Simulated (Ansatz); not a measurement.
# A hypothetical structure for Be5Ge2

This structure for Be5Ge2 is made up. Its elements were placed in a known structure type with a cell scaled to their sizes. What cell does the guess relax to, and how far off was it?

Program: Ansatz 0.2.0. Level of theory: DFT, r2SCAN, plane-wave PAW, files of the set soft_1, scalar-relativistic, no spin, cell and ions relaxed at zero pressure; PAW set soft_1. Results are calculated unless marked as measured.

**1. Set-up**

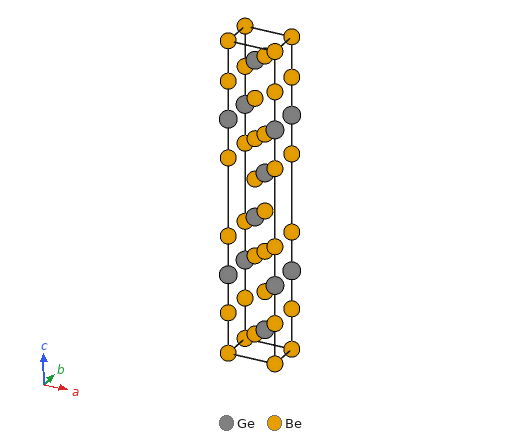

The starting structure, seen slightly off an axis (germanium grey, beryllium orange). This picture shows the conventional cell, with its axes. Some periodic images of atoms are drawn too.

**2. Relaxing cell and atoms**

The guessed cell has no reason to be at equilibrium. It is relaxed with the atoms, within the space group of the guess.

Contents of input.yaml:

```yaml
crystal:
  lattice:
    - [1.9335, 1.116306745, 6.286666667]
    - [-1.9335, 1.116306745, 6.286666667]
    - [0.0, -2.232613491, 6.286666667]
  atoms:
    - { symbol: Ge, position: [0.74906666, 0.74906666, 0.74906666] }
    - { symbol: Ge, position: [0.25093334, 0.25093334, 0.25093334] }
    - { symbol: Be, position: [0.0, 0.0, 0.0] }
    - { symbol: Be, position: [0.87076666, 0.87076666, 0.87076666] }
    - { symbol: Be, position: [0.374933327, 0.374933327, 0.374933327] }
    - { symbol: Be, position: [0.12923334, 0.12923334, 0.12923334] }
    - { symbol: Be, position: [0.625066673, 0.625066673, 0.625066673] }
kpoints:
  mp_grid: { grid: [8, 8, 8] }
scf:
  occupations: { method: fermi_dirac, width: 0.05 }
hamiltonian:
  xc: r2scan
  pseudopotentials: { kind: paw, azcp: { folder: soft_1 } }
relax:
  f_tol: 0.015
  max_steps: 70
  cell: {}
output:
  forces: true
  stress: true
```

Command:

```console
ansatz run input.yaml --threads 4 --pin off --max-ram 10240MiB --backend cpu --events-out ev --progress --plain --runs-dir out
```

Numbers of over 12 decimals in the logs are rounded to 6 here.

Output:

```text
basis.fft_grid_basis auto: the FFT boxes are laid along the combinations [[1, 0, -1], [0, 1, -1], [0, 0, 1]] of the cell's own vectors, 3.867, 3.867 and 6.671 Å long. The dense box has 30×30×50 points. Along the cell's own vectors, as sized, it would have 50×50×50, 2.78 times as many. Of the 12 symmetry operations that the crystal satisfies within crystal.symmetry.tolerance (time reversal apart; of a slab, those that [...]
Engine: ansatz 0.2.0, x86_64-unknown-linux-gnu
Pseudopotentials: kind: paw
Pseudopotential: Ge, paw, valence charge 14, recommended cutoff 500 eV (meta_gga), soft_1/Ge.paw.azcp
Pseudopotential: Be, paw, valence charge 2, recommended cutoff 500 eV (meta_gga), soft_1/Be.paw.azcp
Functional definition: r2SCAN
  parameter k0 = 0.174
  parameter k1 = 0.065
  parameter a1 = 4.9479
  exchange = r2scan_x(k0 = k0, k1 = k1, a1 = a1)
  correlation = r2scan_c
Crystal: 7 atoms, lattice volume = 81.414 Å³
Basis set: ecut = 500 eV, 2045 PW (Γ), FFT grids on a1−a3, a2−a3, a3, exchange–correlation on 120×120×200 points (64 copies of the dense FFT grid, shifted against one another)
Bands: 26, of which v1, the nominal top of the filled ones, is band 19 counted from 1 (18 counted from 0)
Symmetry: 12 space group operations
Space group: R-3m (ITA 166), of the structure as read, at distance tolerance 4.3e-5 Å
k-points: 65 of 512
Non-local potential: Ge, projectors of the file, l = 0: 2, l = 1: 2, l = 2: 3, l = 3: 1
Non-local potential: Be, projectors of the file, l = 0: 2, l = 1: 2, l = 2: 1
PAW form: soft (Blöchl's): semilocal exchange-correlation on the pseudo side does not see the compensation charge
PAW frozen core: Ge, regenerated for the run's functional (the file was generated under x = pbe(κ = 0.804, μ = 0.219515), c = pbe(β = 0.066725))
PAW frozen core: Be, regenerated for the run's functional (the file was generated under x = pbe(κ = 0.804, μ = 0.219515), c = pbe(β = 0.066725))
PAW one-centre angular grid: Ge, 590 points (default); XC on 160 Gauss nodes
PAW one-centre angular grid: Be, 302 points (default); XC on 224 Gauss nodes
Initial density: superposition of atomic densities (chi_scale 0.1, normalization cell, long waves kept (reshape's long-wave potential 0.02 eV rms))
Initial wavefunctions: pseudopotential atomic-orbital guess
Functional: x = r2scan, c = r2scan; τ floored in thin density (d = 2e-4 eV/Å³)
iter 1 solved again at ethr=2.55e-3 eV; its pass at ethr=3.10e-3 eV (dr2=9.67e-1 eV) is discarded
SCF iter   1: F=—  HF=-9068.463195 eV  |F-HF|=—  |Δ(HF+E_count)|=         —  Δρ=2.90e-2  dr2=9.80e-1  dr2_τ=9.01e-2  ethr=2.55e-3  ⟨swp⟩=1.1  Hψ=10987  notcnv=0
preconditioner: auto → Kerker (q_TF=auto, 2.403 Å⁻¹)  [metal: Δε(μ)=0.042 eV  Ē_g=18.902 eV  σ=0.050 eV  W_gap=0.21  n_scr=22 (ndim 8)  ℏωp=25.4 eV  f_vac=0.000  D(μ)=2.80/eV (n_scr^D=22)]
SCF iter   2: F=—  HF=-9068.539699 eV  |F-HF|=—  |Δ(HF+E_count)|=   7.65e-2  Δρ=1.85e-2  dr2=4.42e-1  dr2_τ=1.81e-3  ethr=2.55e-3  ⟨swp⟩=2.0  Hψ=2085  notcnv=0
SCF iter   3: F=—  HF=-9068.571593 eV  |F-HF|=—  |Δ(HF+E_count)|=   3.19e-2  Δρ=3.18e-3  dr2=1.60e-2  dr2_τ=6.87e-5  ethr=1.16e-3  ⟨swp⟩=2.2  Hψ=2429  notcnv=0
SCF iter   4: F=—  HF=-9068.572782 eV  |F-HF|=—  |Δ(HF+E_count)|=   1.19e-3  Δρ=1.73e-3  dr2=5.28e-3  dr2_τ=1.75e-5  ethr=4.21e-5  ⟨swp⟩=2.0  Hψ=3509  notcnv=0  defer=23
SCF iter   5: F=—  HF=-9068.572205 eV  |F-HF|=—  |Δ(HF+E_count)|=   5.77e-4  Δρ=5.09e-4  dr2=4.91e-4  dr2_τ=7.96e-6  ethr=1.39e-5  ⟨swp⟩=2.0  Hψ=3316  notcnv=0  defer=23
SCF iter   6: F=—  HF=-9068.572094 eV  |F-HF|=—  |Δ(HF+E_count)|=   1.11e-4  Δρ=2.40e-4  dr2=4.15e-5  dr2_τ=7.13e-7  ethr=1.29e-6  ⟨swp⟩=2.0  Hψ=2909  notcnv=0  defer=23
SCF iter   7: F=—  HF=-9068.572113 eV  |F-HF|=—  |Δ(HF+E_count)|=   1.85e-5  Δρ=4.35e-5  dr2=1.71e-6  dr2_τ=3.49e-8  ethr=1.09e-7  ⟨swp⟩=2.0  Hψ=2907  notcnv=0  defer=23
SCF iter   8: F=—  HF=-9068.572113 eV  |F-HF|=—  |Δ(HF+E_count)|=   8.81e-7  Δρ=1.07e-5  dr2=1.04e-7  dr2_τ=1.25e-9  ethr=4.50e-9  ⟨swp⟩=2.0  Hψ=2278  notcnv=0  defer=23
SCF iter   9: F=-9068.572113 eV  HF=-9068.572113 eV  |F-HF|=4.55e-10  |Δ(HF+E_count)|=   9.36e-9  Δρ=1.72e-6  dr2=2.50e-9  dr2_τ=1.44e-11  ethr=2.63e-10  ⟨swp⟩=4.0  Hψ=5063  notcnv=0
SCF 1 converged in 9 iterations: F = -9068.572113 eV  dr2 = 2.50e-9
  greatest PAW one-centre occupation: 0.998 electrons in one spin orbital (limit 2), on the Ge atom at site 1 (counted from 0), in its partial waves of l = 2
relax step   1: F+E_penalty+E_count = -9068.57211348 eV  Δ(F+E_penalty+E_count) = +0.000e0 eV  max|allowed force component| = 3.533e-1 eV/Å  Δτ_max = 0.0000 Å  P = +1.938 GPa  Ω = 81.414 Å³  (9 SCF iters, dr2 threshold 1.00e-7 eV, accepted)
Crystal: 7 atoms, lattice volume = 82.692 Å³
Basis set: ecut = 500 eV, 2123 PW (Γ), FFT grids on a1−a3, a2−a3, a3, exchange–correlation on 120×120×200 points (64 copies of the dense FFT grid, shifted against one another)
Initial density: handed on by an earlier stage of this run
Initial wavefunctions: those handed on with the density
iter 1 solved again at ethr=1.58e-5 eV; its pass at ethr=3.10e-3 eV (dr2=6.02e-3 eV) is discarded
SCF iter   1: F=—  HF=-9068.597158 eV  |F-HF|=—  |Δ(HF+E_count)|=         —  Δρ=3.10e-3  dr2=6.00e-3  dr2_τ=3.45e-3  ethr=1.58e-5  ⟨swp⟩=1.8  Hψ=9146  notcnv=0
preconditioner: auto → Kerker (q_TF=auto, 2.397 Å⁻¹)  [metal: Δε(μ)=0.023 eV  Ē_g=8.931 eV  σ=0.050 eV  W_gap=0.11  n_scr=22 (ndim 8)  ℏωp=17.3 eV  f_vac=0.000  D(μ)=3.26/eV (n_scr^D=28)]
SCF iter   2: F=—  HF=-9068.600842 eV  |F-HF|=—  |Δ(HF+E_count)|=   3.68e-3  Δρ=1.74e-3  dr2=2.71e-3  dr2_τ=7.80e-6  ethr=1.58e-5  ⟨swp⟩=2.2  Hψ=2097  notcnv=0
SCF iter   3: F=—  HF=-9068.600625 eV  |F-HF|=—  |Δ(HF+E_count)|=   2.17e-4  Δρ=3.06e-4  dr2=5.14e-5  dr2_τ=1.98e-6  ethr=7.12e-6  ⟨swp⟩=2.6  Hψ=2615  notcnv=0
SCF iter   4: F=—  HF=-9068.600618 eV  |F-HF|=—  |Δ(HF+E_count)|=   6.89e-6  Δρ=1.13e-4  dr2=1.29e-5  dr2_τ=1.57e-7  ethr=1.35e-7  ⟨swp⟩=2.0  Hψ=2906  notcnv=0
SCF iter   5: F=—  HF=-9068.600614 eV  |F-HF|=—  |Δ(HF+E_count)|=   3.77e-6  Δρ=5.10e-5  dr2=4.74e-6  dr2_τ=3.29e-8  ethr=3.39e-8  ⟨swp⟩=2.5  Hψ=2839  notcnv=0
SCF iter   6: F=—  HF=-9068.600614 eV  |F-HF|=—  |Δ(HF+E_count)|=   1.73e-7  Δρ=2.24e-5  dr2=8.03e-7  dr2_τ=2.59e-9  ethr=1.25e-8  ⟨swp⟩=3.0  Hψ=3020  notcnv=0
SCF iter   7: F=-9068.600614 eV  HF=-9068.600614 eV  |F-HF|=5.43e-9  |Δ(HF+E_count)|=   3.13e-8  Δρ=5.26e-6  dr2=2.52e-8  dr2_τ=9.20e-10  ethr=1.84e-9  ⟨swp⟩=4.0  Hψ=4911  notcnv=0
SCF 2 converged in 7 iterations: F = -9068.600614 eV  dr2 = 2.52e-8
[...]
[... from here on, the SCF cycles and remarks between the steps are left out ...]
relax step   4: F+E_penalty+E_count = -9068.69823947 eV  Δ(F+E_penalty+E_count) = -6.578e-2 eV  max|allowed force component| = 3.012e-1 eV/Å  Δτ_max = 0.0429 Å  P = -1.033 GPa  Ω = 84.071 Å³  energy of the carried Pulay correction = -2.312e-4 eV  (7 SCF iters, dr2 threshold 7.00e-7 eV, accepted)
relax step   5: F+E_penalty+E_count = -9068.79584014 eV  Δ(F+E_penalty+E_count) = -9.760e-2 eV  max|allowed force component| = 4.362e-1 eV/Å  Δτ_max = 0.0553 Å  P = -1.543 GPa  Ω = 84.539 Å³  energy of the carried Pulay correction = -2.711e-4 eV  (7 SCF iters, dr2 threshold 7.00e-7 eV, accepted)
relax step   6: F+E_penalty+E_count = -9068.93254231 eV  Δ(F+E_penalty+E_count) = -1.367e-1 eV  max|allowed force component| = 5.437e-1 eV/Å  Δτ_max = 0.0576 Å  P = -2.125 GPa  Ω = 84.698 Å³  energy of the carried Pulay correction = -2.847e-4 eV  (7 SCF iters, dr2 threshold 7.00e-7 eV, accepted)
relax step   7: F+E_penalty+E_count = -9069.28087853 eV  Δ(F+E_penalty+E_count) = -3.483e-1 eV  max|allowed force component| = 3.688e-1 eV/Å  Δτ_max = 0.1950 Å  P = +0.362 GPa  Ω = 82.904 Å³  energy of the carried Pulay correction = -1.305e-4 eV  (7 SCF iters, dr2 threshold 7.00e-7 eV, accepted)
relax step   8: F+E_penalty+E_count = -9069.29572867 eV  Δ(F+E_penalty+E_count) = -1.485e-2 eV  max|allowed force component| = 5.073e-1 eV/Å  Δτ_max = 0.1188 Å  P = +0.789 GPa  Ω = 83.696 Å³  energy of the carried Pulay correction = -1.991e-4 eV  (7 SCF iters, dr2 threshold 7.00e-7 eV, accepted)
relax step   9: F+E_penalty+E_count = -9069.31580370 eV  Δ(F+E_penalty+E_count) = -2.008e-2 eV  max|allowed force component| = 1.949e-1 eV/Å  Δτ_max = 0.0668 Å  P = +0.744 GPa  Ω = 83.578 Å³  energy of the carried Pulay correction = -1.889e-4 eV  (7 SCF iters, dr2 threshold 7.00e-7 eV, accepted)
relax step  10: F+E_penalty+E_count = -9069.32512078 eV  Δ(F+E_penalty+E_count) = -9.317e-3 eV  max|allowed force component| = 1.377e-2 eV/Å  Δτ_max = 0.0315 Å  P = -0.001 GPa  Ω = 84.200 Å³  energy of the carried Pulay correction = -2.422e-4 eV  (6 SCF iters, dr2 threshold 7.00e-7 eV, accepted)
relax step  11: F+E_penalty+E_count = -9069.32533642 eV  Δ(F+E_penalty+E_count) = -2.156e-4 eV  max|allowed force component| = 1.156e-2 eV/Å  Δτ_max = 0.0054 Å  P = +0.028 GPa  Ω = 84.257 Å³  energy of the carried Pulay correction = -2.471e-4 eV  (6 SCF iters, dr2 threshold 5.47e-8 eV, accepted)
Basis set: ecut = 500 eV, 2157 PW (Γ), FFT grids on a1−a3, a2−a3, a3, exchange–correlation on 108×108×240 points (64 copies of the dense FFT grid, shifted against one another)
Initial wavefunctions: pseudopotential atomic-orbital guess (no wavefunctions were taken with the density)
iter 1 solved again at ethr=2.42e-6 eV; its pass at ethr=3.10e-3 eV (dr2=9.18e-4 eV) is discarded
SCF iter   1: F=—  HF=-9069.325845 eV  |F-HF|=—  |Δ(HF+E_count)|=         —  Δρ=1.06e-4  dr2=7.64e-7  dr2_τ=1.78e-6  ethr=2.42e-6  ⟨swp⟩=2.4  Hψ=12518  notcnv=0
eigensolver tolerance schedule: the retry pair's looser diagonalisation over-reported the residual by 1200.24 of it (diagonalisation noise at 14.65 of the residual, at the tolerance the schedule requests for it); recorded, not acted on — ethr = c·dr2/N_el stays at c = 1.0e-1
preconditioner: auto → Kerker (q_TF=auto, 2.389 Å⁻¹)  [metal: Δε(μ)=0.019 eV  Ē_g=8.848 eV  σ=0.050 eV  W_gap=0.09  n_scr=22 (ndim 8)  ℏωp=17.2 eV  f_vac=0.000  D(μ)=1.81/eV (n_scr^D=4)]
SCF iter   2: F=—  HF=-9069.325871 eV  |F-HF|=—  |Δ(HF+E_count)|=   2.59e-5  Δρ=5.78e-5  dr2=3.29e-7  dr2_τ=1.52e-7  ethr=2.01e-9  ⟨swp⟩=2.5  Hψ=2993  notcnv=0
SCF iter   3: F=—  HF=-9069.325878 eV  |F-HF|=—  |Δ(HF+E_count)|=   7.76e-6  Δρ=1.68e-5  dr2=3.50e-8  dr2_τ=1.14e-8  ethr=8.65e-10  ⟨swp⟩=2.2  Hψ=2427  notcnv=0
SCF iter   4: F=—  HF=-9069.325879 eV  |F-HF|=—  |Δ(HF+E_count)|=   6.09e-7  Δρ=2.23e-6  dr2=2.67e-9  dr2_τ=1.65e-10  ethr=9.20e-11  ⟨swp⟩=2.0  Hψ=2924  notcnv=0
SCF iter   5: F=—  HF=-9069.325879 eV  |F-HF|=—  |Δ(HF+E_count)|=   1.13e-8  Δρ=5.96e-7  dr2=3.66e-10  dr2_τ=3.43e-12  ethr=7.03e-12  ⟨swp⟩=3.0  Hψ=3081  notcnv=0
SCF iter   6: F=-9069.325879 eV  HF=-9069.325879 eV  |F-HF|=4.18e-11  |Δ(HF+E_count)|=  6.20e-10  Δρ=1.85e-7  dr2=3.23e-11  dr2_τ=2.65e-13  ethr=1.00e-12  ⟨swp⟩=5.0  Hψ=5439  notcnv=0
SCF 12 converged in 6 iterations: F = -9069.325879 eV  dr2 = 3.23e-11
relax step  12: F+E_penalty+E_count = -9069.32587906 eV  Δ(F+E_penalty+E_count) = -5.426e-4 eV  max|allowed force component| = 1.150e-2 eV/Å  Δτ_max = 0.0000 Å  P = +0.030 GPa  Ω = 84.257 Å³  stress off target by 3.16e-2 GPa  SCF on the basis re-selected at this cell (its energy is not comparable with the rows above)  (6 SCF iters)
basis re-selected at this cell: Δ(F+E_penalty+E_count) = -5.426e-4 eV, ΔP = +0.003 GPa vs the last step (what re-selecting the basis moved, of the pressure what is left beyond the Pulay correction that the steps carried, after the strain that the cell walked since its last selection, with what the two solves' SCF thresholds leave and, on support functions, any second-order correction that the steps lacked; it is no measure of the basis error at this ecutwfc). The dense FFT grid was sized anew with the basis: this SCF ran on 27×27×60 points, the steps before it on 30×30×50, so part of this shift can come from that change (see relax.cell in the input reference). [rest of the remark cut]
SCF converged after 6 iterations
Free energy (F): -9069.325879 eV
Harris-Foulkes:  -9069.325879 eV  (|F-HF|=4.18e-11)
Internal energy: -9069.311262 eV  (E = F + TS)
E sigma→0 (E₀):  -9069.318571 eV
Entropy (-TS):   -0.014617 eV (-2.088 meV/atom)
Fermi energy:    8.532956 eV
--- Per-component energies (eV) ---
  E_band       = -280.240164
  E_kinetic    = 285.044257
  E_local      = -4645.751420  (includes V_loc(G=0)·N_el)
  E_nonlocal   = 455.485020
  E_hartree    = 2235.507118
  E_xc         = -226.625805
  E_vxc        = -245.106799  (∫ρ·V_xc dr)
  E_paw        = -4354.562759  (= ΣΔE_a)
  E_vpaw       = -612.737951  (= ΣTr[D̂ρ^β])
  E_aug_tail   = -0.000004  (compensation charges beyond the density's cutoff)
  E_vtau       = 11.812481  (kinetic-family band-sum trace: ∫τ·v_τ [+ j·A + Jᵃ·Aᵃ] dr)
  E_ewald      = -2816.176013
  E_core_change = -2.231657  (= ΣΔE_core)
  E_smearing   = -0.014617  (= −TS)
  E_closure    = -0.000000  (closes the sum)
  Σ components = -9069.325879   (vs F -9069.325879, Δ=0.00e0)
--- Forces (eV/Å), atoms counted from 1 ---
  atom   1  Ge    -0.00000000    -0.00000000     0.01149789
  atom   2  Ge    -0.00000000     0.00000000    -0.01149789
  atom   3  Be     0.00000000     0.00000000    -0.00000000
  atom   4  Be     0.00000000     0.00000000    -0.00595570
  atom   5  Be     0.00000000     0.00000000    -0.00202625
  atom   6  Be     0.00000000    -0.00000000     0.00595570
  atom   7  Be     0.00000000    -0.00000000     0.00202625
  max |Σ_I F_I| component: 1.39e-17 eV/Å
--- Stress (GPa, compression-positive) ---
        0.031608       0.000000       0.000000
        0.000000       0.031608       0.000000
        0.000000       0.000000       0.027034
  P = ⅓ Tr σ = 0.0301 GPa (0.301 kbar)
--- Relaxed structure (11 steps of the walk, 11 accepted, 1 SCFs on fresh bases) ---
  F+E_penalty+E_count = -9069.32587906 eV   max|allowed force component| = 1.150e-2 eV/Å   (the final SCF, on the basis selected at the relaxed cell)
  cell:  # Å, volume = 84.2572 Å³
    - [1.846733, 1.066212, 7.131950]
    - [-1.846733, 1.066212, 7.131950]
    - [0, -2.132424, 7.131950]
  atoms:
    - { symbol: Ge, position: [0.756546, 0.756546, 0.756546] }
    - { symbol: Ge, position: [0.243454, 0.243454, 0.243454] }
    - { symbol: Be, position: [1.9134911844503023e-19, 1.9134911844503043e-19, 1.913491184554801e-19] }
    - { symbol: Be, position: [0.858167, 0.858167, 0.858167] }
    - { symbol: Be, position: [0.348706, 0.348706, 0.348706] }
    - { symbol: Be, position: [0.141833, 0.141833, 0.141833] }
    - { symbol: Be, position: [0.651294, 0.651294, 0.651294] }
```

Wall time 16 s (4 threads of AMD EPYC 9B45 (Zen 5), shared host); peak memory 0.72 GiB.

Relaxation path:

```
step  energy less that of the first step (eV)  largest force component (eV/Å)  pressure (GPa)  volume (Å³)
   1                                   0.0000                          0.3533            1.94        81.41
   2                                  -0.0285                          0.1598            0.37        82.69
   3                                  -0.0603                          0.1531           -0.66        83.62
   4                                  -0.1261                          0.3012           -1.03        84.07
   5                                  -0.2237                          0.4362           -1.54        84.54
   6                                  -0.3604                          0.5437           -2.12        84.70
   7                                  -0.7088                          0.3688            0.36        82.90
   8                                  -0.7236                          0.5072            0.79        83.70
   9                                  -0.7437                          0.1949            0.74        83.58
  10                                  -0.7530                          0.0138            0.00        84.20
  11                                  -0.7532                          0.0116            0.03        84.26
 12*                                  -0.7538                          0.0115            0.03        84.26
```

Relaxation steps marked * repeat the geometry before them on a plane-wave basis chosen anew for their cell, so energy and pressure can jump there.

The run keeps the 12 symmetry operations that it works with, so distortions that break them were not tested.

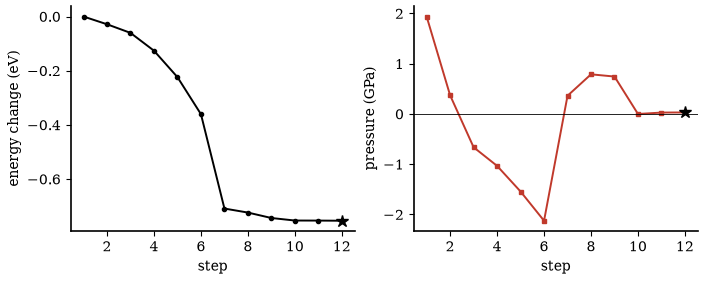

Energy and pressure along the relaxation. Stars mark steps on a basis chosen anew.

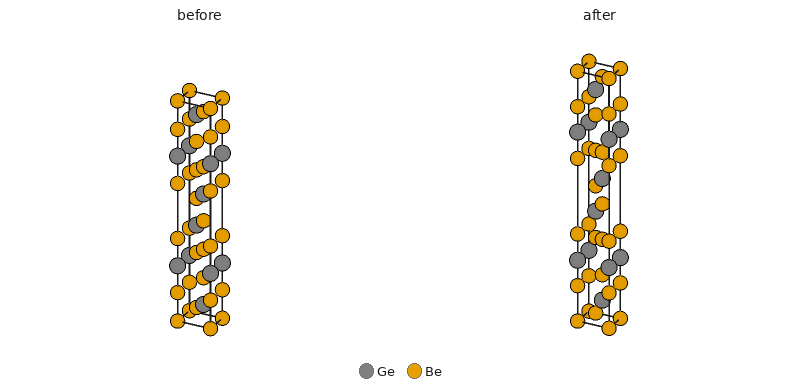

The structure before and after the relaxation, drawn at the same scale.

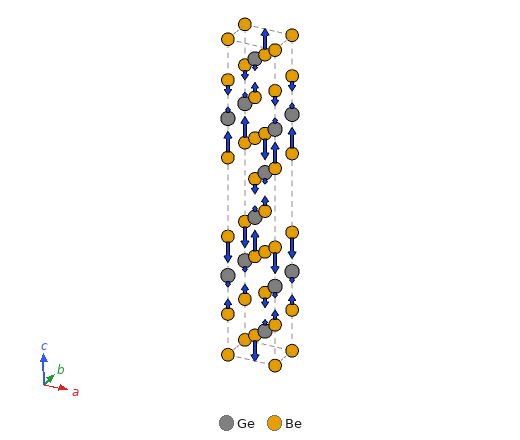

Displacements in the relaxation, exaggerated, measured against the changing cell; the longest in the cell stands for 0.56 Å. Some periodic images of atoms are drawn too.

```
     cell as run  before  after   change
           a (Å)   6.671  7.444  +11.6 %
           b (Å)   6.671  7.444  +11.6 %
           c (Å)   6.671  7.444  +11.6 %
           α (°)   33.69  28.73  -14.7 %
           β (°)   33.69  28.73  -14.7 %
           γ (°)   33.69  28.73  -14.7 %
volume (Å³/atom)   11.63  12.04   +3.5 %
```

The atoms that moved most (Å, as changes of fractional coordinates times the final cell):

```
atom     dx     dy      dz  length
 Be7  0.000  0.000   0.561   0.561
 Be5  0.000  0.000  -0.561   0.561
 Be6  0.000  0.000   0.270   0.270
 Be4  0.000  0.000  -0.270   0.270
 Ge1  0.000  0.000   0.160   0.160
 Ge2  0.000  0.000  -0.160   0.160
```

Final coordinates:

```
Ge Be
1.0
     1.84673    1.06621    7.13195
    -1.84673    1.06621    7.13195
     0.00000   -2.13242    7.13195
Ge Be
2 5
Direct
  0.75655 0.75655 0.75655
  0.24345 0.24345 0.24345
  0.00000 0.00000 0.00000
  0.85817 0.85817 0.85817
  0.34871 0.34871 0.34871
  0.14183 0.14183 0.14183
  0.65129 0.65129 0.65129
```

This step gave:

```yaml
free_energy: -9069.3259 eV
energy_at_zero_smearing: -9069.3186 eV
smearing_term_ts: 0.01462 eV
fermi_energy: 8.533 eV
electrons: 38
symmetry_operations: 12
pressure: 0.03008 GPa
```

Shortest distances by pair of elements, guess and relaxed (not always the same contact):

```
 pair  guess (Å)  relaxed (Å)
Be–Be      2.366        2.158
Be–Ge      2.295        2.174
Ge–Ge      3.827        3.693
```

The relaxation ends with a largest force component of 0.011 eV/Å and a pressure of 0.03 GPa.

**3. Summary of results**

```yaml
space_group_relaxed: R-3m
conventional_cell: a = 3.693, b = 3.693, c = 21.396 Å; α = 90.0°, β = 90.0°, γ = 120.0°
volume_per_atom: 12.04 Å³ (guess 11.63)
```

**Reading.** Be5Ge2 relaxes to R-3m with a = 3.693, b = 3.693 and c = 21.396 Å. The guessed volume was 3 % too small. The space group R-3m was held in the relaxation, so the end point is a stationary structure within it and may be a saddle against distortions or other arrangements. Mesh and cutoff weren't tested. A vector of the cell changed its length by 12 %, more than the volume shows. No dispersion term is used, so weakly bound directions may come out too long. Nothing here tests whether the compound is stable against decomposition.

[Logs are printed without paths, hosts, clocks, repeated set-up lines and the standing remarks that a program may print on its own settings, such as how far it seeks lower states.]

[Hosts, paths, dates, database ids (printed as entryN), source tags and the programs' standing remarks are cut or masked in the printed files.]
